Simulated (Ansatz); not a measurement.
Take VBiO₄ (space group I4_1/a, No. 88; a = 5.1210 Å, c = 11.6231 Å) as the base.

One thing is altered: the cell is scaled by 1.0148 in all directions; the atoms relax in the strained cell.

Method: r2SCAN (Ansatz, a program for electronic structure, PAW, no SOC), earlier PAW set.

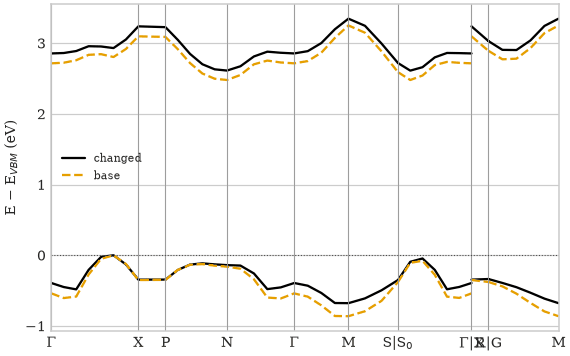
Figure: Highest valence and lowest conduction band along the path, each from its own valence-band maximum

### Question
From the figure, how large is the changed gap, and is it direct?

### Answer
About 2.6 eV, indirect, Γ–X (71 % along) → N.

With Bi present, leaving out spin-orbit coupling can change the band edges. Stability against distortions was not tested. Starting moments died away, wholly or in part, for the base; another magnetic solution may exist. All final runs are without spin polarisation.
